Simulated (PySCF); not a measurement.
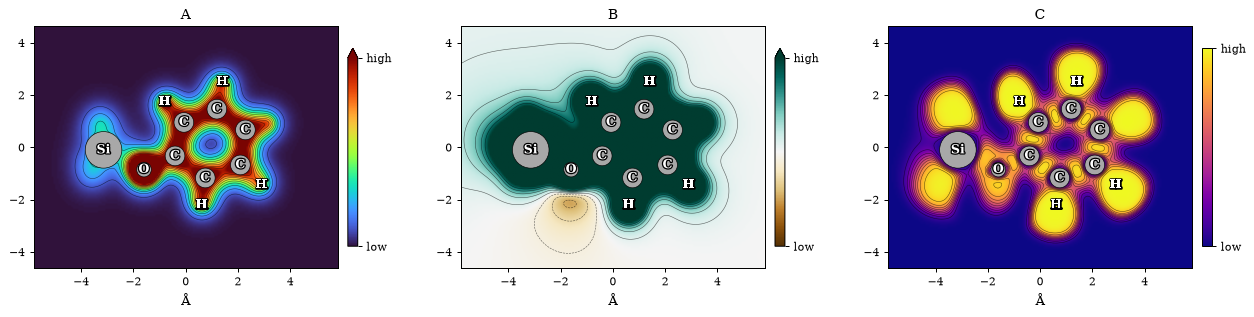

C6H8OSi (SMILES [SiH3]Oc1ccccc1): 3 fields on the plane of atoms C4, C3 and C8, with unlabelled colour scales. Grey discs cover the atomic cores.

Geometry: GFN2-xTB, MD frame at 250 fs, 600 K.

Method: PBE0/pcSseg-1, SCF density, gas phase, non-relativistic (PySCF 2.14.0).

Match the panels to the quantities (electron density, electron localisation function and electrostatic potential).

Answer. Panel A: electron density. Panel B: electrostatic potential (strongly positive close to the atoms, with negative regions outside electron-rich atoms). Panel C: electron localisation function. From the grid: C–O (1.30 Å): ρ is about 2.6 e/Å³ halfway; the ELF peaks at about 0.85 between the atoms: a polar covalent bond. C–C (1.33 Å): the density is about 2.4 e/Å³ at the midpoint; the ELF peaks at about 0.95 between the atoms: a short, multiple covalent bond.
